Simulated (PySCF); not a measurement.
# Excited-state calculation, with input and output: PH₃

System: PH₃, SMILES P.
Method: ADC(2)/cc-pVTZ, RHF (PySCF 2.14.0).

The geometry comes from this level: PBE0-D4/def2-TZVP.

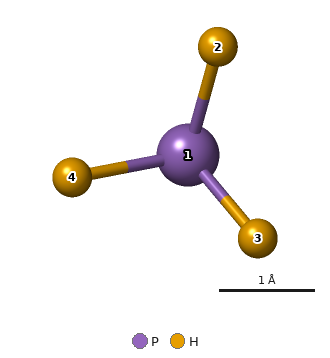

Figure 1. The structure (ball-and-stick view, seen at a tilt; atoms are numbered from 1 in the order of the input). Bond lengths as drawn: H–P 1.42 Å.

Summary

- outcome: converged
- SCF energy: −342.487183 hartree
- correlation energy: −0.170303 hartree
- basis functions: 76
- HOMO of the SCF reference: −10.58 eV
- LUMO of the SCF reference: 3.75 eV
- lowest excitation: 7.81 eV
- hardware: 1 thread of Arm Neoverse N1, 24 GiB of memory available, shared host
- wall time: 6 s
- peak memory: 0.46 GiB

Input (job.py)
```python
from pyscf import gto, adc

molecule = gto.Mole()
molecule.atom = 'P 0.346000 -0.326500 -0.332800; H 0.630900 -0.034000 1.027000; H -1.005500 -0.663000 -0.057200; H 0.028700 1.023500 -0.636900'
molecule.basis = 'cc-pvtz'
molecule.spin = 0
molecule.max_memory = 1860
molecule.verbose = 3
molecule.build()

mf = molecule.RHF()
mf.conv_tol = 1e-10
mf.kernel()
if not mf.converged:
    mf = mf.newton().run(mf.mo_coeff, mf.mo_occ)

myadc = adc.ADC(mf, frozen=5)
myadc.method = 'adc(2)'

myadc.method_type = 'ee'
e, vec, osc, x = myadc.kernel(nroots=3)

roots = e * 27.211386
print('root  energy (eV)  strength')
for i, (w, f) in enumerate(zip(roots, osc), 1):
    print('%3d %10.4f %10.5f' % (i, w, f))
```

Launch command:
```bash
OMP_NUM_THREADS=1 python job.py
```

What the program printed
```
converged SCF energy = -342.487182925685
MP2 correlation energy of reference state (a.u.) = -0.17030332
root  energy (eV)  strength
  1     7.8132    0.10863
  2     7.8140    0.10867
  3     8.0966    0.16018
```

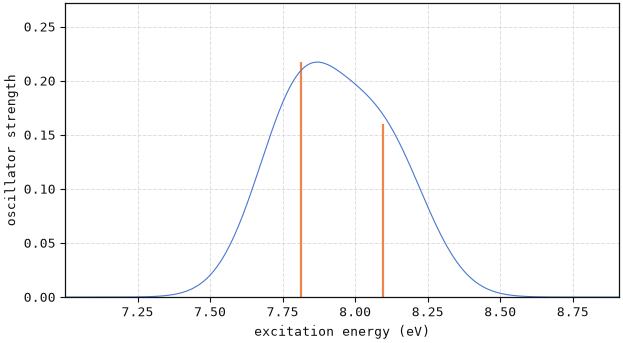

Figure 2. Computed excitations as sticks (degenerate states added up, dark ones marked on the axis), with a Gaussian envelope of 0.35 eV full width at half maximum, scaled to the tallest. Of the 3 states the lowest lies at 7.81 eV (f = 0.109); the strongest line is at 7.81 eV, or 159 nm (f = 0.217, summed over 2 states that lie within 0.004 eV).

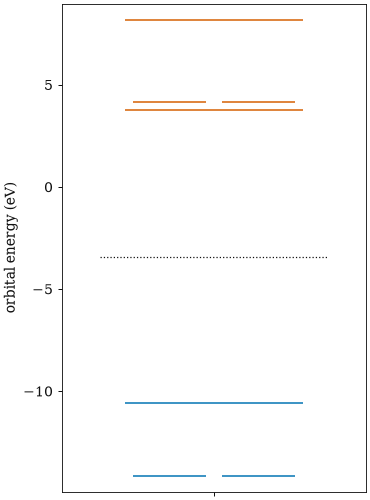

Figure 3. Orbital energies near the frontier (SCF reference); the dotted line parts filled from empty levels, and levels within 0.02 eV of each other stand side by side. Highest filled −10.58 eV, lowest empty 3.75 eV, 14.33 eV apart.
